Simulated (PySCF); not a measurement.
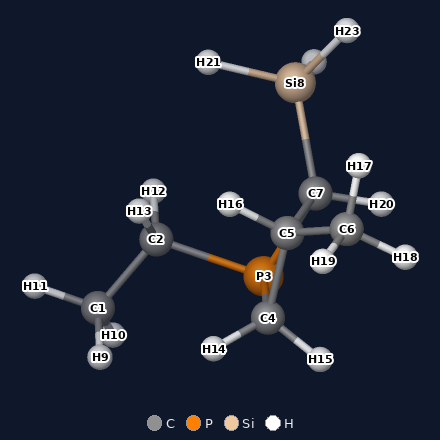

C₆H₁₅PSi, SMILES CCP1C[C@@H](C)[C@@H]1[SiH3]. Vertical core-electron binding energies by ΔSCF (SCAN, pcX-2 on the ionised atom, pcseg-1 elsewhere, spin-free X2C; PySCF, at a PBE0-D3(BJ)/def2-SVP geometry (no frequency check)), gas phase, against the vacuum level. One atom of each kind was ionised; within a panel, areas follow the number of like atoms, Gaussians of 0.8 eV full width. Only the regions named are shown. Lines closer than the width merge in the curve.

**Predict the C 1s photoelectron lines.**

```
level  atoms  binding energy (eV)
 C 1s     C5                290.6
 C 1s     C1                290.6
 C 1s     C6                290.5
 C 1s     C2                290.2
 C 1s     C4                290.0
 C 1s     C7                289.6
```

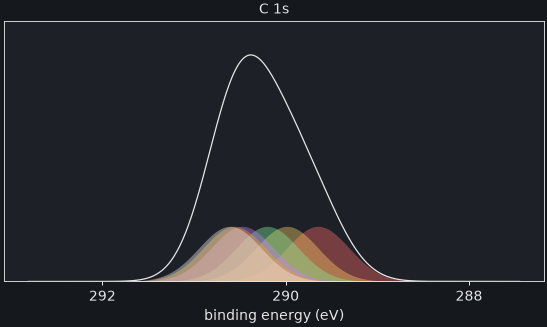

Note: one conformer of a flexible molecule.
